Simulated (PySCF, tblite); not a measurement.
# C6H13BClP: geometry, infrared bands and NMR shifts

Aim: predict the infrared bands and NMR shifts of C6H13BClP (`C[C@@H]1CB(P)C[C@@H](Cl)C1`).

Computed with tblite 0.8.0 and PySCF 2.14.0, with density-fitted response routines of our own, on a single molecule in the gas phase. Atoms are numbered from 0 throughout.

### Step 1. Starting geometry

22 atoms, charge 0, multiplicity 1; geometry from: force field or distance geometry start.

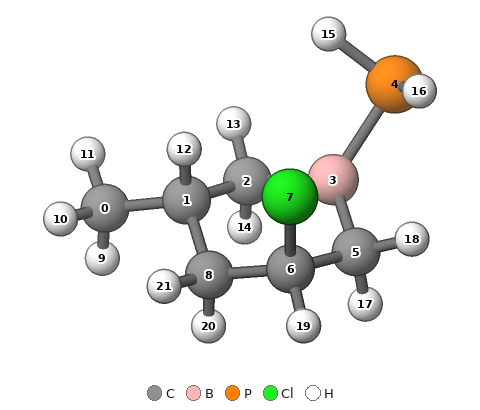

As it starts; carbon grey, boron pink, phosphorus orange, chlorine green, hydrogen white, atoms numbered.

### Step 2. Optimising the geometry with GFN2-xTB

The job: settings as JSON, then the geometry in Å.

```
{"job": {"kind": "relax", "xc": "GFN2-xTB", "basis": "xTB"}, "charge": 0, "multiplicity": 1}
C     -2.128800     1.459500     0.043600
C     -0.857000     0.634000     0.092600
C      0.131300     1.075500    -1.001900
B      1.403300     0.141500    -1.031100
P      3.162500     0.837900    -0.638000
C      1.113600    -1.435300    -0.988000
C      0.071800    -1.773200     0.085600
Cl     0.797600    -1.693000     1.732200
C     -1.180300    -0.884000    -0.005300
H     -2.667500     1.305200    -0.917600
H     -2.821100     1.172000     0.871900
H     -1.902800     2.538900     0.154800
H     -0.383600     0.824600     1.100900
H      0.440700     2.130200    -0.837900
H     -0.374100     1.021400    -1.997100
H      2.700700     1.691700     0.450600
H      3.525400    -0.228000     0.270700
H      0.729300    -1.741600    -1.981600
H      2.058400    -1.992300    -0.793700
H     -0.240600    -2.828800    -0.059200
H     -1.698900    -1.073300    -0.970600
H     -1.890200    -1.163500     0.807200
```

Started as:

```bash
OMP_NUM_THREADS=1 python probes_run.py task.json out
```

This one command runs all jobs of the session in turn.

**Question.** This job is followed by: GFN2-xTB harmonic vibrations, gas phase; GIAO PBE0/pcSseg-1 NMR shielding, non-relativistic, gas phase. What will the session give for the following? strongest single infrared mode (GFN2-xTB); zero-point energy (GFN2-xTB); 13C shifts against TMS (PBE0/pcSseg-1); 1H shifts against TMS (PBE0/pcSseg-1, means over atoms taken as alike); 11B shifts against BF3·OEt2 (PBE0/pcSseg-1); 31P shifts against H3PO4 (PBE0/pcSseg-1); 35Cl shifts against HCl (PBE0/pcSseg-1).

As calculated:

| quantity | value |
| --- | --- |
| strongest single infrared mode (GFN2-xTB) | 2412 cm⁻¹, 126 km/mol |
| zero-point energy (GFN2-xTB) | 111.6 kcal/mol |
| 13C shifts against TMS (PBE0/pcSseg-1) | 64.8, 46.1, 40.4, 40.0, 28.4, 27.2 ppm |
| 1H shifts against TMS (PBE0/pcSseg-1, means over atoms taken as alike) | 4.59, 2.59, 2.48, 2.37, 2.19, 1.95, 1.47, 1.28, 1.06, 0.69 ppm |
| 11B shifts against BF3·OEt2 (PBE0/pcSseg-1) | 97.1 ppm |
| 31P shifts against H3PO4 (PBE0/pcSseg-1) | -199.3 ppm |
| 35Cl shifts against HCl (PBE0/pcSseg-1) | 182 ppm |

**Reading.** Relaxing lowered the energy by 0.344 eV in 109 steps; the close pair that moved most is P4–H15, from 1.459 to 1.381 Å. No mode is imaginary among the 60: a minimum at this level. The strongest single mode, at 2412 cm⁻¹, moves mainly H15 and H16. Unscaled tight-binding wavenumbers are off by several per cent, some by more. Its intensities can rank the bands wrongly. C6 (sp3 CH bonded to Cl) lies farthest downfield among carbon, at 64.8 ppm; deshielded by the electronegative neighbour. H19 (hydrogen on an sp3 CH bonded to Cl) lies farthest downfield among hydrogen, at 4.59 ppm; its carbon carries Cl, hence the downfield position. At PBE0/pcSseg-1: The largest span, 487 ppm, is at Cl7, where the paramagnetic term is -380 ppm.
